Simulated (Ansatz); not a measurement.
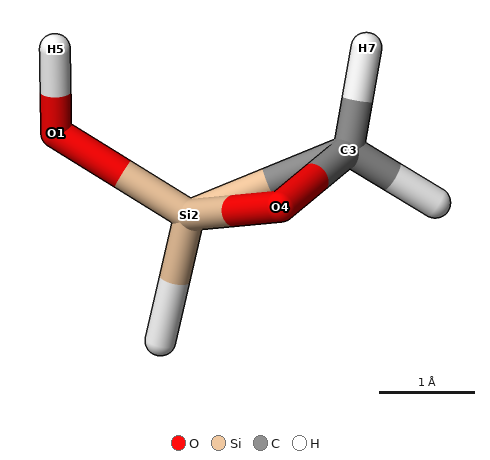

**Figure 1.** The input geometry (stick view, seen at a tilt; atoms are numbered from 1 in the order of the input).

**Run report: CH4O2Si, nudged elastic band**

- system: CH4O2Si
- method: RKS B3LYP/def2-SVP (Ansatz 0.2.0)

It belongs to a series of runs on one base structure; here: band between the two ends. Figures and captions count atoms from 1; the log counts them from 0 in places.

Input
```yaml
crystal:
  periodic: [false, false, false]
  atoms:
    - { symbol: O, position_ang: [-1.414282, 1.231708, -0.536273] }
    - { symbol: Si, position_ang: [0.01445, 0.71542, 0.108405] }
    - { symbol: C, position_ang: [0.510518, -1.016009, 0.365721] }
    - { symbol: O, position_ang: [1.046761, -0.236528, -0.800196] }
    - { symbol: H, position_ang: [-1.896679, 0.62906, -1.116121] }
    - { symbol: H, position_ang: [0.560392, 1.861671, 0.851547] }
    - { symbol: H, position_ang: [-0.11681, -1.864633, 0.053924] }
    - { symbol: H, position_ang: [1.295649, -1.320689, 1.073003] }
basis:
  gaussian: { orbitals: def2-SVP }
hamiltonian:
  xc: b3lyp
neb:
  order_check: false
  images: 7
  f_tol: 0.05
  max_iterations: 60
  optimiser: fire
  climbing: immediate
  final_atoms:
    - { symbol: O, position_ang: [-1.14085063, 1.2285733, -0.74338894] }
    - { symbol: Si, position_ang: [-0.1089922, 0.48844577, 0.32051] }
    - { symbol: C, position_ang: [-0.03617317, -1.20781379, 0.94363402] }
    - { symbol: O, position_ang: [1.12475884, -0.39790219, -0.52752459] }
    - { symbol: H, position_ang: [-1.65211314, 0.66280538, -1.3354951] }
    - { symbol: H, position_ang: [0.41975896, 1.60230652, 1.13274403] }
    - { symbol: H, position_ang: [-0.59551541, -1.92213754, 0.30757987] }
    - { symbol: H, position_ang: [1.98912576, -0.45427745, -0.09804929] }
  initial_path:
    images:
      - { positions_ang: [[-1.414282, 1.231708, -0.536273], [0.01445, 0.71542, 0.108405], [0.510518, -1.016009, 0.365721], [1.046761, -0.236528, -0.800196], [-1.896679, 0.62906, -1.116121], [0.560392, 1.861671, 0.851547], [-0.11681, -1.864633, 0.053924], [1.295649, -1.320689, 1.073003]] }
      - { positions_ang: [[-1.40753737, 1.21526357, -0.54278116], [-0.00233161, 0.71097532, 0.13604096], [0.47107985, -1.02388414, 0.43616754], [1.02703796, -0.26710684, -0.72872332], [-1.84273497, 0.65310385, -1.17659508], [0.53859204, 1.85218423, 0.87230787], [-0.14930281, -1.87090024, 0.1225254], [1.36519592, -1.26963575, 0.8810678]] }
      - { positions_ang: [[-1.40079273, 1.19881914, -0.54928933], [-0.01911322, 0.70653065, 0.16367691], [0.43164169, -1.03175928, 0.50661409], [1.00731491, -0.29768569, -0.65725065], [-1.78879095, 0.67714771, -1.23706916], [0.51679207, 1.84269746, 0.89306873], [-0.18179563, -1.87716748, 0.1911268], [1.43474285, -1.2185825, 0.6891326]] }
      - { positions_ang: [[-1.3940481, 1.18237471, -0.55579749], [-0.03589483, 0.70208597, 0.19131287], [0.39220354, -1.03963443, 0.57706063], [0.98759187, -0.32826453, -0.58577797], [-1.73484692, 0.70119156, -1.29754325], [0.49499211, 1.83321069, 0.9138296], [-0.21428844, -1.88343472, 0.2597282], [1.50428977, -1.16752925, 0.4971974]] }
      - { positions_ang: [[-1.38730346, 1.16593028, -0.56230565], [-0.05267644, 0.69764129, 0.21894883], [0.35276539, -1.04750957, 0.64750718], [0.96786883, -0.35884337, -0.5143053], [-1.68090289, 0.72523541, -1.35801733], [0.47319214, 1.82372391, 0.93459047], [-0.24678126, -1.88970195, 0.3283296], [1.57383669, -1.11647601, 0.3052622]] }
      - { positions_ang: [[-1.32569025, 1.18159104, -0.60757647], [-0.06675538, 0.64534241, 0.24433912], [0.25553075, -1.08758562, 0.72153889], [1.00709133, -0.36860808, -0.51761012], [-1.67370545, 0.7096279, -1.35238677], [0.45983385, 1.76836957, 0.98412886], [-0.3339648, -1.89781085, 0.32314217], [1.67765896, -0.95092637, 0.20443433]] }
      - { positions_ang: [[-1.26407705, 1.19725179, -0.65284729], [-0.08083432, 0.59304353, 0.26972941], [0.15829611, -1.12766168, 0.7955706], [1.04631383, -0.37837278, -0.52091495], [-1.66650802, 0.69402039, -1.34675621], [0.44647555, 1.71301522, 1.03366725], [-0.42114834, -1.90591975, 0.31795474], [1.78148123, -0.78537673, 0.10360645]] }
      - { positions_ang: [[-1.20246384, 1.21291255, -0.69811812], [-0.09491326, 0.54074465, 0.29511971], [0.06106147, -1.16773773, 0.86960231], [1.08553634, -0.38813749, -0.52421977], [-1.65931058, 0.67841289, -1.34112566], [0.43311726, 1.65766087, 1.08320564], [-0.50833187, -1.91402864, 0.3127673], [1.88530349, -0.61982709, 0.00277858]] }
      - { positions_ang: [[-1.14085063, 1.2285733, -0.74338894], [-0.1089922, 0.48844577, 0.32051], [-0.03617317, -1.20781379, 0.94363402], [1.12475884, -0.39790219, -0.52752459], [-1.65211314, 0.66280538, -1.3354951], [0.41975896, 1.60230652, 1.13274403], [-0.59551541, -1.92213754, 0.30757987], [1.98912576, -0.45427745, -0.09804929]] }
```

Launched with:
```bash
ansatz run input.yaml --threads 1 --pin off --max-ram 2048MiB --backend cpu --events-out ev --progress --plain --runs-dir out
```

Output
```
Engine: ansatz 0.2.0, aarch64-unknown-linux-gnu
Functional definition: B3LYP
  parameter a0 = 0.2
  parameter ax = 0.72
  parameter ac = 0.81
  exchange = (1 - a0 - ax)*slater_x + ax*b88_x + a0*exact_x
  correlation = (1 - ac)*vwn_rpa_c + ac*lyp_c
831 factors; integrals over basis functions are off by at most 2.9e-4 eV
mean field evaluation 1: about -13059.8827 eV, gradient 6.6e1 eV
mean field evaluation 2: about -13045.6478 eV, gradient 1.1e2 eV
mean field evaluation 4: about -13068.1360 eV, gradient 6.2e0 eV
mean field evaluation 8: about -13068.2124 eV, gradient 9.0e-2 eV
mean field -13068.21242616 eV, -480.2479487087 hartree, gradient 1.6e-5 eV, S^2 0.000000; 0 other end points of the search recorded, 0 dependent functions left out
the calculation of the forces begins
reference -13068.21263177 eV, -480.2479562648 hartree; 20, 20 occupied and 60, 60 virtual orbitals, 831 factors
833 factors; integrals over basis functions are off by at most 1.3e-3 eV
mean field evaluation 16: about -13058.0857 eV, gradient 6.4e1 eV
mean field evaluation 32: about -13065.7342 eV, gradient 7.3e-5 eV
mean field -13065.73423637 eV, -480.1568769138 hartree, gradient 7.3e-5 eV, S^2 0.000000; 0 other end points of the search recorded, 0 dependent functions left out
[... from here on the field's lines of each further geometry are left out, up to the last ...]
NEB iter   1: max|band force component| = 7.080e0 eV/Å  barrier→ = 3.8003 eV  barrier← = 1.3221 eV  CI = image 5  Δτ_max = 0.1118 Å  (226 SCF iters)
NEB iter   2: max|band force component| = 2.812e0 eV/Å  barrier→ = 3.3535 eV  barrier← = 0.8753 eV  CI = image 5  Δτ_max = 0.0473 Å  (199 SCF iters)
NEB iter   3: max|band force component| = 1.721e0 eV/Å  barrier→ = 3.1973 eV  barrier← = 0.7191 eV  CI = image 5  Δτ_max = 0.0759 Å  (185 SCF iters)
NEB iter   4: max|band force component| = 9.536e-1 eV/Å  barrier→ = 3.0514 eV  barrier← = 0.5732 eV  CI = image 5  Δτ_max = 0.0164 Å  (194 SCF iters)
NEB iter   5: max|band force component| = 7.705e-1 eV/Å  barrier→ = 3.0193 eV  barrier← = 0.5412 eV  CI = image 5  Δτ_max = 0.0132 Å  (190 SCF iters)
NEB iter   6: max|band force component| = 5.970e-1 eV/Å  barrier→ = 2.9966 eV  barrier← = 0.5184 eV  CI = image 5  Δτ_max = 0.0109 Å  (187 SCF iters)
NEB iter   7: max|band force component| = 4.889e-1 eV/Å  barrier→ = 2.9795 eV  barrier← = 0.5013 eV  CI = image 5  Δτ_max = 0.0205 Å  (188 SCF iters)
NEB iter   8: max|band force component| = 3.903e-1 eV/Å  barrier→ = 2.9533 eV  barrier← = 0.4751 eV  CI = image 5  Δτ_max = 0.0276 Å  (183 SCF iters)
NEB iter   9: max|band force component| = 3.108e-1 eV/Å  barrier→ = 2.9295 eV  barrier← = 0.4513 eV  CI = image 5  Δτ_max = 0.0310 Å  (185 SCF iters)
NEB iter  10: max|band force component| = 2.314e-1 eV/Å  barrier→ = 2.9165 eV  barrier← = 0.4383 eV  CI = image 5  Δτ_max = 0.0310 Å  (186 SCF iters)
NEB iter  11: max|band force component| = 3.179e-1 eV/Å  barrier→ = 2.9159 eV  barrier← = 0.4377 eV  CI = image 5  Δτ_max = 0.0014 Å  (185 SCF iters)
NEB iter  12: max|band force component| = 3.039e-1 eV/Å  barrier→ = 2.9154 eV  barrier← = 0.4372 eV  CI = image 5  Δτ_max = 0.0026 Å  (143 SCF iters)
NEB iter  13: max|band force component| = 2.766e-1 eV/Å  barrier→ = 2.9143 eV  barrier← = 0.4361 eV  CI = image 5  Δτ_max = 0.0038 Å  (151 SCF iters)
NEB iter  14: max|band force component| = 2.421e-1 eV/Å  barrier→ = 2.9129 eV  barrier← = 0.4347 eV  CI = image 5  Δτ_max = 0.0048 Å  (164 SCF iters)
NEB iter  15: max|band force component| = 2.104e-1 eV/Å  barrier→ = 2.9113 eV  barrier← = 0.4331 eV  CI = image 5  Δτ_max = 0.0054 Å  (166 SCF iters)
NEB iter  16: max|band force component| = 1.784e-1 eV/Å  barrier→ = 2.9097 eV  barrier← = 0.4315 eV  CI = image 5  Δτ_max = 0.0058 Å  (168 SCF iters)
NEB iter  17: max|band force component| = 1.739e-1 eV/Å  barrier→ = 2.9080 eV  barrier← = 0.4298 eV  CI = image 5  Δτ_max = 0.0065 Å  (172 SCF iters)
NEB iter  18: max|band force component| = 1.777e-1 eV/Å  barrier→ = 2.9062 eV  barrier← = 0.4280 eV  CI = image 5  Δτ_max = 0.0084 Å  (174 SCF iters)
NEB iter  19: max|band force component| = 1.577e-1 eV/Å  barrier→ = 2.9044 eV  barrier← = 0.4262 eV  CI = image 5  Δτ_max = 0.0104 Å  (177 SCF iters)
NEB iter  20: max|band force component| = 1.412e-1 eV/Å  barrier→ = 2.9027 eV  barrier← = 0.4246 eV  CI = image 5  Δτ_max = 0.0013 Å  (176 SCF iters)
NEB iter  21: max|band force component| = 1.279e-1 eV/Å  barrier→ = 2.9026 eV  barrier← = 0.4244 eV  CI = image 5  Δτ_max = 0.0024 Å  (142 SCF iters)
NEB iter  22: max|band force component| = 1.081e-1 eV/Å  barrier→ = 2.9025 eV  barrier← = 0.4243 eV  CI = image 5  Δτ_max = 0.0034 Å  (152 SCF iters)
NEB iter  23: max|band force component| = 1.003e-1 eV/Å  barrier→ = 2.9023 eV  barrier← = 0.4241 eV  CI = image 5  Δτ_max = 0.0041 Å  (158 SCF iters)
NEB iter  24: max|band force component| = 1.036e-1 eV/Å  barrier→ = 2.9020 eV  barrier← = 0.4238 eV  CI = image 5  Δτ_max = 0.0045 Å  (166 SCF iters)
NEB iter  25: max|band force component| = 1.156e-1 eV/Å  barrier→ = 2.9016 eV  barrier← = 0.4235 eV  CI = image 5  Δτ_max = 0.0052 Å  (167 SCF iters)
NEB iter  26: max|band force component| = 1.065e-1 eV/Å  barrier→ = 2.9010 eV  barrier← = 0.4228 eV  CI = image 5  Δτ_max = 0.0064 Å  (164 SCF iters)
NEB iter  27: max|band force component| = 8.243e-2 eV/Å  barrier→ = 2.9001 eV  barrier← = 0.4219 eV  CI = image 5  Δτ_max = 0.0009 Å  (169 SCF iters)
NEB iter  28: max|band force component| = 7.822e-2 eV/Å  barrier→ = 2.9000 eV  barrier← = 0.4219 eV  CI = image 5  Δτ_max = 0.0017 Å  (138 SCF iters)
NEB iter  29: max|band force component| = 8.352e-2 eV/Å  barrier→ = 2.8999 eV  barrier← = 0.4217 eV  CI = image 5  Δτ_max = 0.0025 Å  (144 SCF iters)
NEB iter  30: max|band force component| = 7.930e-2 eV/Å  barrier→ = 2.8997 eV  barrier← = 0.4215 eV  CI = image 5  Δτ_max = 0.0033 Å  (145 SCF iters)
NEB iter  31: max|band force component| = 6.471e-2 eV/Å  barrier→ = 2.8994 eV  barrier← = 0.4212 eV  CI = image 5  Δτ_max = 0.0039 Å  (149 SCF iters)
NEB iter  32: max|band force component| = 6.503e-2 eV/Å  barrier→ = 2.8991 eV  barrier← = 0.4209 eV  CI = image 5  Δτ_max = 0.0043 Å  (158 SCF iters)
NEB iter  33: max|band force component| = 6.009e-2 eV/Å  barrier→ = 2.8987 eV  barrier← = 0.4205 eV  CI = image 5  Δτ_max = 0.0051 Å  (164 SCF iters)
NEB iter  34: max|band force component| = 6.832e-2 eV/Å  barrier→ = 2.8982 eV  barrier← = 0.4200 eV  CI = image 5  Δτ_max = 0.0058 Å  (164 SCF iters)
NEB iter  35: max|band force component| = 6.132e-2 eV/Å  barrier→ = 2.8976 eV  barrier← = 0.4194 eV  CI = image 5  Δτ_max = 0.0064 Å  (165 SCF iters)
NEB iter  36: max|band force component| = 7.735e-2 eV/Å  barrier→ = 2.8971 eV  barrier← = 0.4189 eV  CI = image 5  Δτ_max = 0.0077 Å  (167 SCF iters)
NEB iter  37: max|band force component| = 7.227e-2 eV/Å  barrier→ = 2.8966 eV  barrier← = 0.4184 eV  CI = image 5  Δτ_max = 0.0089 Å  (170 SCF iters)
NEB iter  38: max|band force component| = 5.326e-2 eV/Å  barrier→ = 2.8961 eV  barrier← = 0.4180 eV  CI = image 5  Δτ_max = 0.0106 Å  (173 SCF iters)
NEB iter  39: max|band force component| = 9.395e-2 eV/Å  barrier→ = 2.8957 eV  barrier← = 0.4175 eV  CI = image 5  Δτ_max = 0.0030 Å  (180 SCF iters)
NEB iter  40: max|band force component| = 1.843e-1 eV/Å  barrier→ = 2.8956 eV  barrier← = 0.4175 eV  CI = image 5  Δτ_max = 0.0015 Å  (152 SCF iters)
the calculation of the forces begins
reference -13065.67597288 eV, -480.1547357702 hartree; 20, 20 occupied and 60, 60 virtual orbitals, 833 factors
833 factors; integrals over basis functions are off by at most 8.0e-4 eV
mean field evaluation 1728: about -13065.3168 eV, gradient 9.3e-5 eV
mean field -13065.31678654 eV, -480.1415359157 hartree, gradient 2.0e-5 eV, S^2 0.000000; 1 other end points of the search recorded, 0 dependent functions left out
the calculation of the forces begins
reference -13065.31699159 eV, -480.1415434511 hartree; 20, 20 occupied and 60, 60 virtual orbitals, 833 factors
NEB iter  41: max|band force component| = 4.838e-2 eV/Å  barrier→ = 2.8956 eV  barrier← = 0.4174 eV  CI = image 5  Δτ_max = 0.0000 Å  (329 SCF iters)
```

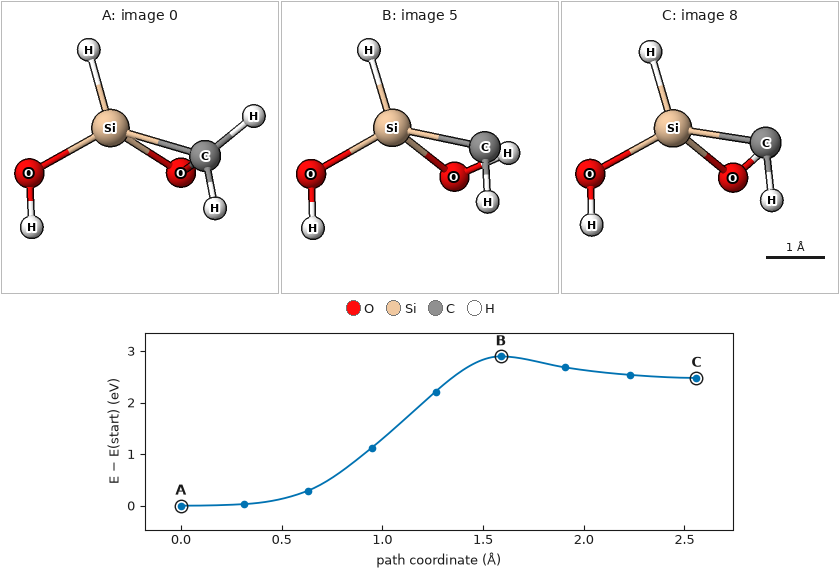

**Figure 2.** Images of the last band (counted from 0; ball-and-stick, seen at a tilt) above the energy along the path; the line is a cubic interpolation that uses the forces. The highest image is number 5, 2.896 eV above the start and 0.417 eV above the end (the climbing image); the end lies 2.478 eV above the start. The path is 2.56 Å long. The band converged in 41 iterations.

```
Total energy: -13065.31699159 eV, -480.1415434511 hartree
Atom 0 at    -1.266575     1.174594    -0.643572 Å, force    -0.000375    -0.010345     0.007061 eV/Å
Atom 1 at     0.000127     0.611026     0.253249 Å, force     0.006730     0.001345     0.001221 eV/Å
Atom 2 at     0.259368    -1.114144     0.817832 Å, force    -0.030425     0.004763     0.019306 eV/Å
Atom 3 at     1.166064    -0.230660    -0.678755 Å, force     0.007802     0.002231     0.008823 eV/Å
Atom 4 at    -1.661928     0.593383    -1.305076 Å, force     0.001256    -0.015102     0.009356 eV/Å
Atom 5 at     0.441403     1.768810     1.048417 Å, force     0.004538     0.006767    -0.006177 eV/Å
Atom 6 at    -0.403480    -1.862340     0.343116 Å, force    -0.009044     0.009179    -0.024043 eV/Å
Atom 7 at     1.465021    -0.940670     0.164798 Å, force     0.019518     0.001162    -0.015547 eV/Å
Dipole moment:    -0.350968    -0.053782    -0.101596 e Å
this run last wrote the band of iteration 41 to [file]
```

The last band as extended XYZ (Å, eV, eV/Å)
```
8
Properties=species:S:1:pos:R:3:forces:R:3 image=0 energy=-13068.21243
O    -1.4143    1.2317   -0.5363   -0.0045  -0.0042  -0.0071
Si    0.0144    0.7154    0.1084    0.0042  -0.0026   0.0088
C     0.5105   -1.0160    0.3657   -0.0048  -0.0084  -0.0061
O     1.0468   -0.2365   -0.8002    0.0016  -0.0024  -0.0056
H    -1.8967    0.6291   -1.1161    0.0039   0.0054   0.0055
H     0.5604    1.8617    0.8515   -0.0044   0.0083  -0.0006
H    -0.1168   -1.8646    0.0539    0.0024   0.0062   0.0023
H     1.2956   -1.3207    1.0730    0.0015  -0.0023   0.0026
8
Properties=species:S:1:pos:R:3:forces:R:3 image=1 energy=-13068.18144
O    -1.4445    1.2061   -0.5008   -0.0312   0.0081   0.0426
Si   -0.0065    0.7127    0.1447   -0.0074  -0.0022  -0.0194
C     0.5168   -1.0127    0.3814    0.0229  -0.0018  -0.0334
O     0.9254   -0.2535   -0.8519    0.0400  -0.0111   0.0165
H    -1.7620    0.6653   -1.2367   -0.0687   0.0274   0.0377
H     0.5339    1.8483    0.9116    0.0390   0.0190  -0.0804
H    -0.1580   -1.8585    0.1808    0.0666  -0.0147  -0.1184
H     1.3951   -1.3077    0.9709   -0.0614  -0.0248   0.1549
8
Properties=species:S:1:pos:R:3:forces:R:3 image=2 energy=-13067.91957
O    -1.4055    1.1912   -0.5417   -0.2690   0.0925   0.1990
Si    0.0099    0.7252    0.1652   -0.1088   0.1450  -0.0607
C     0.4733   -1.0067    0.4303    0.4176   0.1588  -0.7852
O     0.8985   -0.2296   -0.8563   -0.4466  -0.2601  -0.1303
H    -1.6860    0.6085   -1.2622   -0.0103   0.0984   0.0562
H     0.4889    1.8354    0.9991    0.0909   0.1411  -0.1209
H    -0.2443   -1.8408    0.3024    0.3360   0.1333  -0.3375
H     1.4651   -1.2832    0.7632   -0.0099  -0.5091   1.1794
8
Properties=species:S:1:pos:R:3:forces:R:3 image=3 energy=-13067.08859
O    -1.3588    1.1723   -0.5710   -0.4580   0.0635   0.2752
Si    0.0298    0.7005    0.1781    0.0298   0.4367  -0.2720
C     0.4015   -1.0343    0.5657    0.5147   0.4257  -1.4646
O     0.9810   -0.1810   -0.8299   -0.9278  -0.0446  -0.4732
H    -1.6810    0.5867   -1.2713    0.0836   0.0999   0.0726
H     0.4680    1.8137    1.0227    0.0521   0.1905   0.0121
H    -0.3078   -1.8568    0.3552    0.4487   0.0759  -0.2320
H     1.4673   -1.2011    0.5506    0.2569  -1.2475   2.0819
8
Properties=species:S:1:pos:R:3:forces:R:3 image=4 energy=-13065.99938
O    -1.3118    1.1662   -0.6065   -0.3309   0.0011   0.3237
Si    0.0283    0.6560    0.2077    0.2465   0.4587  -0.4196
C     0.3476   -1.0767    0.7061    0.7844   0.2972  -1.2911
O     1.0735   -0.1808   -0.7770   -0.8558   0.6214  -0.8583
H    -1.6802    0.5817   -1.2806    0.0507   0.0059  -0.0171
H     0.4611    1.7937    1.0247   -0.0014   0.1331   0.0707
H    -0.3597   -1.8608    0.3731    0.4024  -0.0203  -0.0206
H     1.4411   -1.0793    0.3525   -0.2958  -1.4970   2.2123
8
Properties=species:S:1:pos:R:3:forces:R:3 image=5 energy=-13065.31679
O    -1.2666    1.1746   -0.6436   -0.0004  -0.0103   0.0071
Si    0.0001    0.6110    0.2532    0.0067   0.0013   0.0012
C     0.2594   -1.1141    0.8178   -0.0304   0.0048   0.0193
O     1.1661   -0.2307   -0.6788    0.0078   0.0022   0.0088
H    -1.6619    0.5934   -1.3051    0.0013  -0.0151   0.0094
H     0.4414    1.7688    1.0484    0.0045   0.0068  -0.0062
H    -0.4035   -1.8623    0.3431   -0.0090   0.0092  -0.0240
H     1.4650   -0.9407    0.1648    0.0195   0.0012  -0.0155
8
Properties=species:S:1:pos:R:3:forces:R:3 image=6 energy=-13065.52899
O    -1.2204    1.1907   -0.6831    0.0793   0.0111  -0.0676
Si   -0.0369    0.5671    0.2887   -0.0612  -0.0834   0.0598
C     0.1333   -1.1427    0.9053   -0.2376  -0.0412   0.2034
O     1.1883   -0.2377   -0.6306    0.0173  -0.0366   0.0680
H    -1.6414    0.6078   -1.3273   -0.0028  -0.0142   0.0111
H     0.4119    1.7233    1.0889   -0.0062  -0.0590   0.0017
H    -0.4711   -1.8730    0.3318   -0.1486   0.0060   0.0280
H     1.6363   -0.8355    0.0263    0.3599   0.2173  -0.3044
8
Properties=species:S:1:pos:R:3:forces:R:3 image=7 energy=-13065.67577
O    -1.1759    1.2081   -0.7181    0.0364   0.0075  -0.0263
Si   -0.0736    0.5270    0.3114   -0.0287  -0.0314   0.0223
C     0.0386   -1.1748    0.9323   -0.0869  -0.0187   0.0401
O     1.1566   -0.2857   -0.6009   -0.0459  -0.0559   0.0165
H    -1.6404    0.6291   -1.3352    0.0070  -0.0094   0.0027
H     0.3963    1.6647    1.1265    0.0061  -0.0372   0.0116
H    -0.5500   -1.8948    0.3294   -0.0947  -0.0007   0.0242
H     1.8486   -0.6736   -0.0453    0.2066   0.1459  -0.0911
8
Properties=species:S:1:pos:R:3:forces:R:3 image=8 energy=-13065.73424
O    -1.1409    1.2286   -0.7434    0.0021   0.0019   0.0044
Si   -0.1090    0.4884    0.3205   -0.0031   0.0115  -0.0042
C    -0.0362   -1.2078    0.9436    0.0128   0.0054   0.0232
O     1.1248   -0.3979   -0.5275   -0.0002   0.0015   0.0005
H    -1.6521    0.6628   -1.3355    0.0004  -0.0023  -0.0046
H     0.4198    1.6023    1.1327   -0.0017  -0.0021  -0.0001
H    -0.5955   -1.9221    0.3076   -0.0142  -0.0153  -0.0148
H     1.9891   -0.4543   -0.0980    0.0039  -0.0006  -0.0045
```

Results in brief

| quantity | value |
| --- | --- |
| outcome | converged |
| barrier, forward | 2.896 eV |
| barrier, backward | 0.417 eV |
| hardware | 1 thread of Arm Neoverse V1, 24 GiB of memory available, shared host |
| wall time | 11 min |
| peak memory | 0.15 GiB |

Notes

The order of the saddle point was not checked.
